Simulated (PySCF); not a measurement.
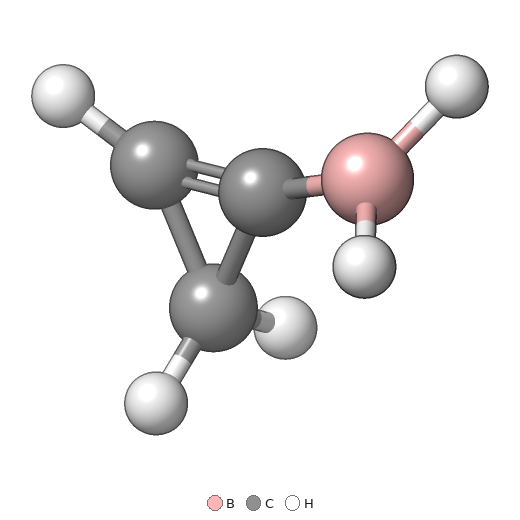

The picture shows a molecular structure as a ball-and-stick model. Multiple sticks mark multiple bonds (one Kekulé form).

The computed structure is the end point of a PBE0-D3(BJ)/def2-SVP optimisation. No frequency run is at hand to confirm it as a minimum.

Which formula does it have?

Answer. C3H5B, 9 atoms: 3 carbon, 5 hydrogen and 1 boron.

Describe its rings.

Answer. Independent rings (smallest set): 1 of 3 members.

Count the bonded pairs by element.

Answer. 3 C–C, 3 C–H, 2 B–H, 1 C–B.

More results for the same structure follow; atom numbers are the same in all pictures, views and colours differ.

Geometry

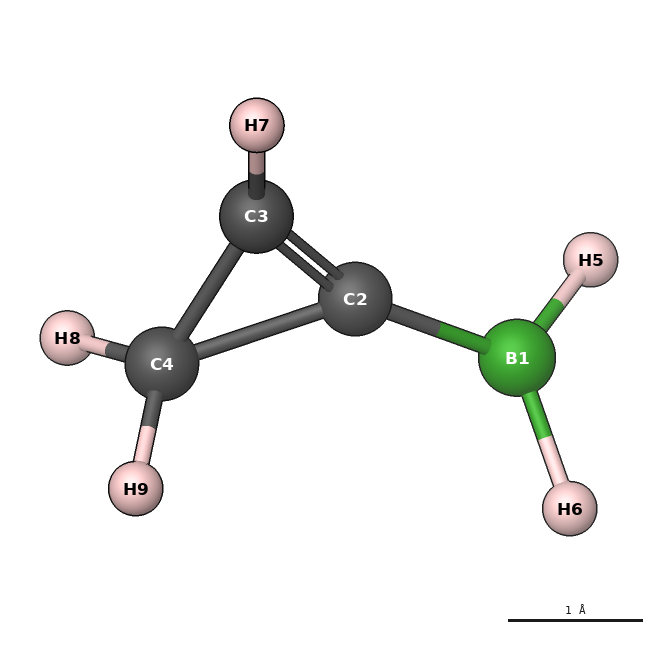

Numbered structure. No frequency run is at hand to confirm it as a minimum.

Give the bond lengths.

```tsv
bond	length (Å)	order
B1–C2	1.508	single
B1–H5	1.209	single
B1–H6	1.209	single
C2–C3	1.309	double
C2–C4	1.551	single
C3–C4	1.467	single
C3–H7	1.088	single
C4–H8	1.099	single
C4–H9	1.102	single
```

Core levels

No frequency run is at hand to confirm it as a minimum. Level of theory: delta-SCF UKS SCAN, pcX-2 on the ionised atom, pcseg-1 elsewhere, non-relativistic (PySCF 2.14.0).

Give the core-electron binding energies (to vacuum) of B1 1s, C2 1s, C3 1s, C4 1s.

| atom | level | binding energy (eV) |
| --- | --- | --- |
| B1 | 1s | 195.7 |
| C2 | 1s | 290.5 |
| C3 | 1s | 290.7 |
| C4 | 1s | 291.0 |

Polarisability

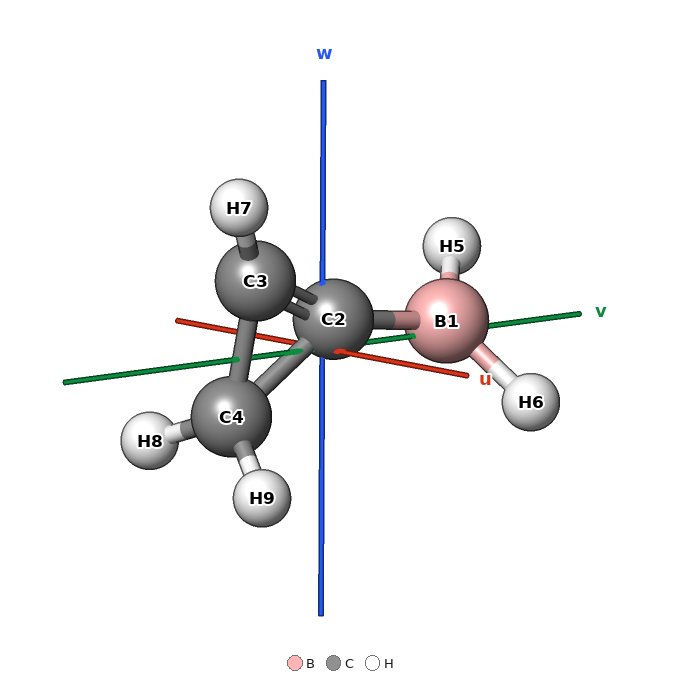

The lines u, v and w are the principal axes of the static dipole polarisability. No frequency run is at hand to confirm it as a minimum. Computed with PBE0/def2-TZVP (PySCF 2.14.0).

Along which axis is the molecule most polarisable, and along which least?

Answer. Most along v (nearly parallel to the B1–C2 bond), least along u.

Give the three principal values.

Answer. u 36.5, v 68.2, w 45.9 bohr³; mean 50.2, anisotropy 28.2 bohr³.

Excitation

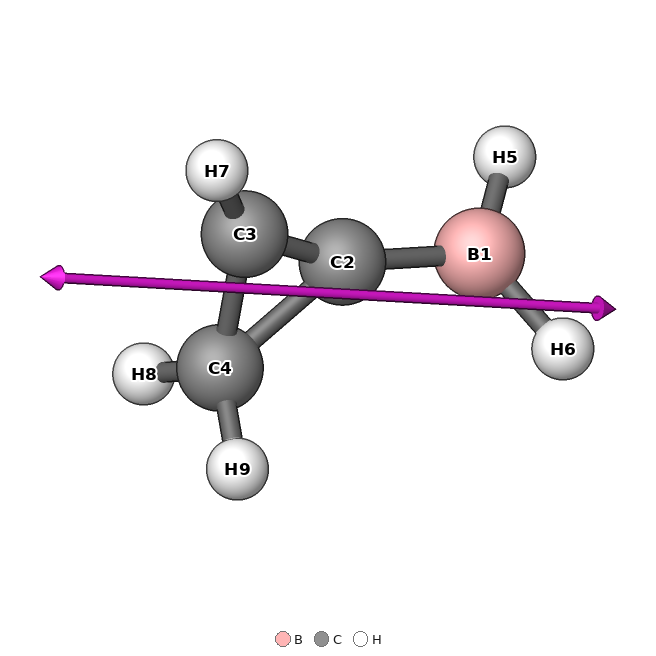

The double arrow shows the direction of the transition dipole to excited singlet state 7 (its length means nothing). No frequency run is at hand to confirm it as a minimum. Properties computed with TDDFT PBE0/6-31+G*, vertical, gas phase, core orbitals frozen in the response (PySCF 2.14.0).

How is the transition polarised?

Answer. Nearly parallel to the B1–C2 bond.

Where does the transition lie, and how strong is it?

Answer. 7.06 eV (176 nm), oscillator strength 0.17, of mixed character, with the largest part HOMO−1 → LUMO+1 (weight 0.43); transition dipole 2.49 D.

Levels of theory compared

No frequency run is at hand to confirm it as a minimum. Program: PySCF 2.14.0.

Tabulate HOMO–LUMO gap (eV) at these levels: LC-wPBE/def2-SVPD; PBE0/6-31+G*; PBE0/6-31G*; PBE0/aug-cc-pVDZ; PBE0/aug-cc-pVTZ; PBE0/def2-SVP; PBE0/def2-TZVP; PBE0/def2-TZVPD; ωB97X-D/def2-SVPD.

| level | HOMO–LUMO gap (eV) |
| --- | --- |
| LC-wPBE/def2-SVPD | 10.31 |
| PBE0/6-31+G* | 5.39 |
| PBE0/6-31G* | 5.52 |
| PBE0/aug-cc-pVDZ | 5.33 |
| PBE0/aug-cc-pVTZ | 5.35 |
| PBE0/def2-SVP | 5.42 |
| PBE0/def2-TZVP | 5.37 |
| PBE0/def2-TZVPD | 5.36 |
| ωB97X-D/def2-SVPD | 9.09 |
